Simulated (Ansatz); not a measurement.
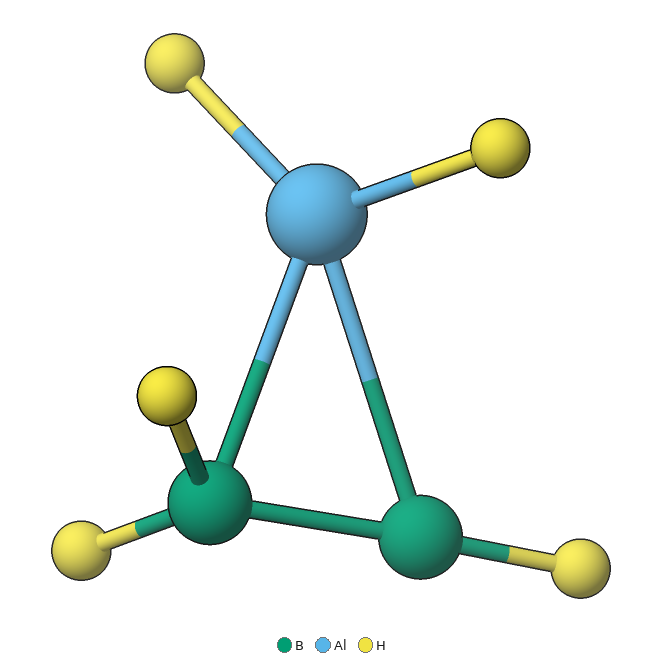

The computed structure is the end point of a PBE0-D4/def2-TZVP optimisation. No frequency run is at hand to confirm it as a minimum. Method: RKS PBE0-D4/def2-TZVP (Ansatz 0.2.0).

**Estimate the dispersion correction.**

−9.9 kJ/mol.

**Estimate the dipole moment.**

0.91 D.
